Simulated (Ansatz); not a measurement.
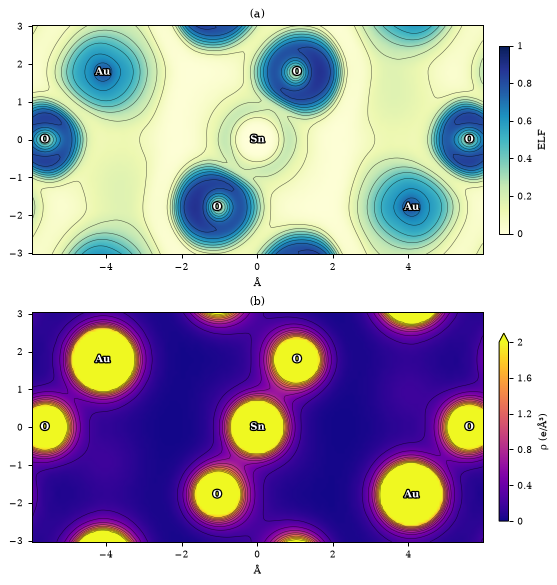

Figure 1: SnAu2O3. (a) ELF; (b) valence electron density on the (110) plane of the conventional cell.

Space group P-3m1; a structure from a database of computed crystals, not necessarily the ambient phase; started from the CaSm2S3-164 prototype, which need not be the ambient phase.

Computed with DFT, PBEsol, plane waves, PAW (Ansatz).

The density is the valence pseudo-density of a PAW calculation; it isn't the true density close to the nuclei.

### Describe what can be read from this map.

Atoms in the plane: Sn, Au and O. Sn–O (2.08 Å): ρ is about 0.67 e/Å³ halfway; the ELF peaks at about 0.80 in the valence shell of O, 0.6 Å from its nucleus, and is about 0.25 at the midpoint: no shared electron pair shows on this line. Au–O (2.35 Å): ρ is about 0.45 e/Å³ halfway; the ELF is about 0.15 at the midpoint (no shared electron pair shows on this line). Between the atoms the lowest density in this plane is 0.02 e/Å³. The ELF also peaks beside O, away from the bonds: lone-pair regions. The features right at Au lie inside the PAW spheres, where the map follows smoothed inner orbitals and isn't to be read closely.
